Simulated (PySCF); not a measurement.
Geometry relaxation, with input and output: C₂H₂N₂Si

C₂H₂N₂Si, SMILES N#C[SiH2]C#N, computed with PBE0-D3(BJ)/def2-SVP geometry optimisation, gas phase (PySCF 2.14.0).

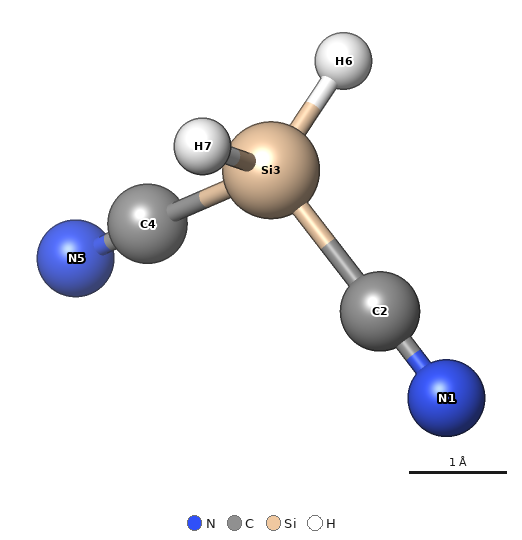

**Figure 1.** The input geometry (ball-and-stick view, seen at a tilt; atoms are numbered from 1 in the order of the input).

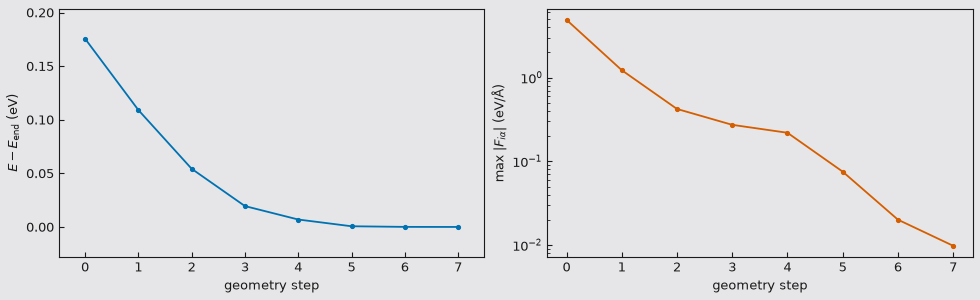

**Figure 2.** Progress of the relaxation, step by step (steps are counted from 0).

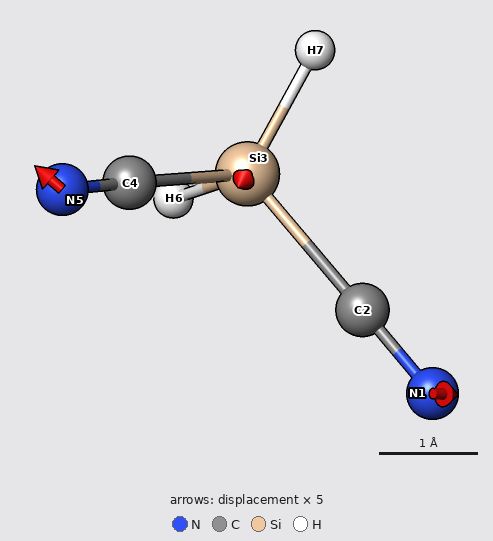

**Figure 3.** The starting structure with the displacements as red arrows, magnified 5 times (ball-and-stick view, seen at a tilt). The two geometries are laid on each other by the best rigid fit. The largest moves after the best rigid fit, 0.078 Å, are those of N1 and N5. By element the largest moves are N 0.078 Å, Si 0.061 Å, H 0.015 Å, C 0.009 Å. Distances before and after: Si3–C4 1.907 → 1.850 Å, C4–N5 1.122 → 1.159 Å, Si3–H7 1.453 → 1.482 Å, N1–C2 1.137 → 1.159 Å. Among the angles that change: H6–Si3–H7 116.4° → 113.1°, C2–Si3–C4 104.3° → 107.0°. After 7 geometry steps the energy has fallen by 0.176 eV. The largest force component goes from 4.9 to 0.0098 eV/Å. (Atoms are counted from 1 in the order of the input.)

The input that produced these results follows, with the program's output.

### Input file
```
{"job": {"xc": "PBE0", "basis": "def2-SVP", "d3": "d3bj", "grid": 1, "shake": 0.01, "kind": "geom"}, "charge": 0, "multiplicity": 1}
N     -2.356940    -1.234110    -0.010820
C     -1.471980    -0.519970    -0.006510
Si    -0.019650     0.638010     0.001840
C      1.500300    -0.513010    -0.026960
N      2.375240    -1.214900    -0.055640
H      0.005200     1.387080     1.266110
H      0.001780     1.427790    -1.217960
```

The first line tells a small driver script what to run in PySCF; the rest is the geometry in Å.

Launched with:
```bash
OMP_NUM_THREADS=1 python <driver script> task.json out
```

### What the program printed
```
step   0  E = -475.79792145  max force = 0.095370
step   1  E = -475.80036698  max force = 0.023871
step   2  E = -475.80238121  max force = 0.008216
step   3  E = -475.80366032  max force = 0.005309
step   4  E = -475.80412114  max force = 0.004267
step   5  E = -475.80435207  max force = 0.001464
step   6  E = -475.80437361  max force = 0.000391
step   7  E = -475.80437604  max force = 0.000190
optimisation converged
```

### Trajectory as extended XYZ (Å, eV, eV/Å), 8 frames, from step=0 to step=7
```
7
Properties=species:S:1:pos:R:3:forces:R:3 step=0 energy=-12947.12091
N    -2.3569   -1.2341   -0.0108   -2.3114  -1.8450  -0.0089
C    -1.4720   -0.5200   -0.0065    2.3863   2.0082  -0.0047
Si   -0.0197    0.6380    0.0018    0.7900  -1.3401   0.2807
C     1.5003   -0.5130   -0.0270   -4.9041   3.8604   0.1333
N     2.3752   -1.2149   -0.0556    4.1415  -3.2638  -0.1228
H     0.0052    1.3871    1.2661   -0.0423   0.1993   0.1306
H     0.0018    1.4278   -1.2180   -0.0600   0.3811  -0.4083
7
Properties=species:S:1:pos:R:3:forces:R:3 step=1 energy=-12947.18745
N    -2.4902   -0.7713    0.2028   -0.2315   0.1445   0.0289
C    -1.5483   -0.0975    0.1677    0.1080  -0.1872   0.0647
Si    0.1559    0.6121    0.0591   -0.4745   0.1004  -0.3590
C     1.1684   -0.8770   -0.3352    1.2275  -0.3291   0.3282
N     2.0161   -1.6750   -0.4078   -0.7801   0.4001  -0.1299
H     0.5444    1.2436    1.3423    0.0838  -0.1207   0.0051
H     0.2000    1.5579   -1.0857    0.0667  -0.0081   0.0620
7
Properties=species:S:1:pos:R:3:forces:R:3 step=2 energy=-12947.24226
N    -2.5526   -0.7247    0.2238   -0.1044   0.1863   0.0332
C    -1.5764   -0.1017    0.1696    0.2019  -0.2115  -0.0355
Si    0.1394    0.5929    0.0390   -0.2574  -0.0382  -0.1547
C     1.2214   -0.8653   -0.3209    0.4225   0.1006   0.2410
N     2.0625   -1.6610   -0.4065   -0.2742   0.0161  -0.1211
H     0.5435    1.2002    1.3275    0.0163  -0.0354   0.0340
H     0.2086    1.5525   -1.0893   -0.0048  -0.0179   0.0031
7
Properties=species:S:1:pos:R:3:forces:R:3 step=3 energy=-12947.27707
N    -2.6090   -0.6519    0.2418   -0.0158   0.1439   0.0209
C    -1.5834   -0.1164    0.1657    0.0781  -0.2274  -0.0750
Si    0.1300    0.5684    0.0238    0.0268   0.0414   0.0942
C     1.2815   -0.8447   -0.2952   -0.1727   0.2730   0.0845
N     2.0958   -1.6571   -0.4174    0.1554  -0.2682  -0.0941
H     0.5279    1.1622    1.3223   -0.0432   0.0427   0.0048
H     0.2035    1.5322   -1.0977   -0.0286  -0.0053  -0.0351
7
Properties=species:S:1:pos:R:3:forces:R:3 step=4 energy=-12947.28961
N    -2.6284   -0.6118    0.2410   -0.0069   0.0793   0.0053
C    -1.5752   -0.1341    0.1604    0.0442  -0.1589  -0.0451
Si    0.1338    0.5596    0.0296    0.0894   0.0534   0.0961
C     1.3110   -0.8357   -0.2793   -0.2194   0.1875   0.0371
N     2.0994   -1.6682   -0.4356    0.1501  -0.2000  -0.0592
H     0.5085    1.1695    1.3285   -0.0418   0.0370  -0.0121
H     0.1972    1.5135   -1.1013   -0.0156   0.0017  -0.0221
7
Properties=species:S:1:pos:R:3:forces:R:3 step=5 energy=-12947.29589
N    -2.6322   -0.5849    0.2308   -0.0056   0.0109  -0.0074
C    -1.5588   -0.1547    0.1536    0.0178  -0.0461  -0.0001
Si    0.1436    0.5587    0.0421    0.0408   0.0387   0.0183
C     1.3257   -0.8314   -0.2647   -0.0753   0.0076   0.0016
N     2.0844   -1.6865   -0.4537    0.0325  -0.0310  -0.0082
H     0.4870    1.1927    1.3373   -0.0131   0.0128  -0.0059
H     0.1965    1.4990   -1.1021    0.0029   0.0071   0.0018
7
Properties=species:S:1:pos:R:3:forces:R:3 step=6 energy=-12947.29648
N    -2.6270   -0.5862    0.2246   -0.0014   0.0006  -0.0079
C    -1.5523   -0.1585    0.1512    0.0034  -0.0084   0.0069
Si    0.1475    0.5628    0.0454    0.0056   0.0134  -0.0064
C     1.3211   -0.8338   -0.2621   -0.0068  -0.0201   0.0001
N     2.0727   -1.6949   -0.4551   -0.0057   0.0086   0.0022
H     0.4834    1.2021    1.3397   -0.0003   0.0023  -0.0007
H     0.2010    1.5014   -1.1005    0.0052   0.0036   0.0057
7
Properties=species:S:1:pos:R:3:forces:R:3 step=7 energy=-12947.29655
N    -2.6247   -0.5870    0.2200    0.0001   0.0003  -0.0063
C    -1.5505   -0.1576    0.1495   -0.0015   0.0047   0.0048
Si    0.1490    0.5651    0.0461   -0.0045  -0.0012  -0.0063
C     1.3167   -0.8366   -0.2608    0.0088  -0.0098   0.0022
N     2.0659   -1.7000   -0.4531   -0.0085   0.0062   0.0016
H     0.4840    1.2045    1.3406    0.0021  -0.0015   0.0011
H     0.2059    1.5044   -1.0991    0.0035   0.0012   0.0030
```

### Results in brief

```csv
quantity,value
outcome,converged
total energy,−475.804376 hartree
dipole moment,3.56 D
point group,C2v
hardware,"1 CPU thread, shared host"
wall time,30 s
peak memory,0.36 GiB
```
